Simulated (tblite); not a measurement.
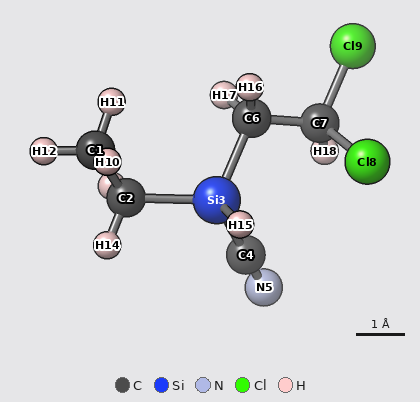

**Figure 1.** The structure as given in the input (ball-and-stick view, seen at a tilt; atoms are numbered from 1 in the order of the input).

Frequency calculation of C5H9Cl2NSi

- system: C5H9Cl2NSi
- method: GFN2-xTB harmonic vibrations, gas phase (tblite 0.8.0)

It belongs to a series of runs on one base structure; here: H on Si replaced by C2H5.

## Output
```
mode    cm-1     km/mol
  1      22.3      0.88
  2      45.6      0.78
  3      59.9      6.33
  4      73.4      0.59
  5      88.7      3.32
  6     142.9      8.49
  7     160.1      3.68
  8     221.5      5.19
  9     242.9      3.32
 10     269.9      0.14
 11     288.8      0.73
 12     328.8      2.39
 13     346.4      5.29
 14     377.8      2.11
 15     589.4     25.23
 16     619.5     38.76
 17     630.5     60.22
 18     633.8     61.83
 19     675.5     22.39
 20     722.2     49.70
 21     735.6    103.45
 22     772.7    127.83
 23     806.2     83.05
 24     981.9     16.25
 25    1021.8      7.98
 26    1056.3     23.07
 27    1073.1     16.73
 28    1119.0     15.54
 29    1173.0     50.19
 30    1219.3     32.99
 31    1234.1      1.76
 32    1268.3     48.59
 33    1287.3      3.38
 34    1419.9      0.98
 35    1454.0      4.15
 36    1474.0      1.36
 37    1506.7      2.42
 38    1511.1      4.59
 39    2274.3    198.76
 40    2354.7     20.04
 41    2948.4      0.59
 42    2964.4     22.80
 43    2975.9     13.79
 44    2989.1     18.21
 45    2995.4      5.21
 46    3026.8     43.26
 47    3034.9     42.05
 48    3041.5     23.07
```

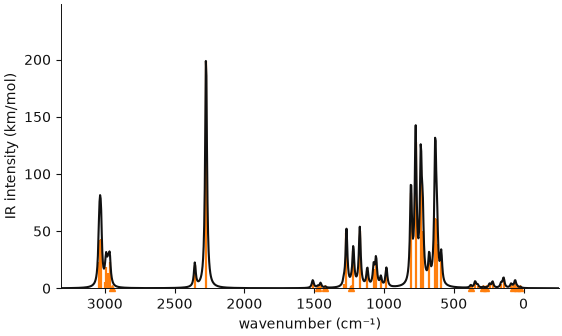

**Figure 2.** Harmonic infrared spectrum, unscaled: sticks (degenerate modes added up, dark ones marked on the axis) with a Lorentzian envelope of 16 cm⁻¹ full width, scaled to the tallest stick. 48 modes from 22 to 3042 cm⁻¹, none imaginary. The strongest line is at 2274 cm⁻¹ (199 km/mol).

This output came from the following input.

## The input
```
{"job": {"kind": "ir", "xc": "GFN2-xTB", "basis": "xTB"}, "charge": 0, "multiplicity": 1}
C      2.450442    -0.728056    -0.570622
C      1.787662     0.567366    -0.108660
Si     0.115992     0.287008     0.758523
C     -0.609032     1.977334     1.106003
N     -1.063847     3.010512     1.299153
C     -1.114528    -0.550142    -0.447705
C     -2.544119    -0.285839    -0.057816
Cl    -2.843983    -0.829596     1.607946
Cl    -3.680786    -1.126406    -1.150931
H      2.626712    -1.393061     0.271264
H      1.825414    -1.249287    -1.291856
H      3.408341    -0.518583    -1.042404
H      1.659489     1.228278    -0.968870
H      2.460537     1.085667     0.575642
H      0.225041    -0.427994     2.030242
H     -0.943611    -1.626944    -0.461578
H     -0.968813    -0.188529    -1.467262
H     -2.799672     0.774591    -0.092726
```

The first line tells a small driver script what to run in tblite; the rest is the geometry in Å.

Launch command:
```bash
OMP_NUM_THREADS=1 python <driver script> task.json out
```

## Key numbers

| quantity | value |
| --- | --- |
| outcome | converged |
| total energy | −788.7953 eV |
| zero-point energy | 80.4270 kcal/mol |
| hardware | 1 CPU thread, shared host |
| wall time | 1.7 s |
| peak memory | 0.18 GiB |
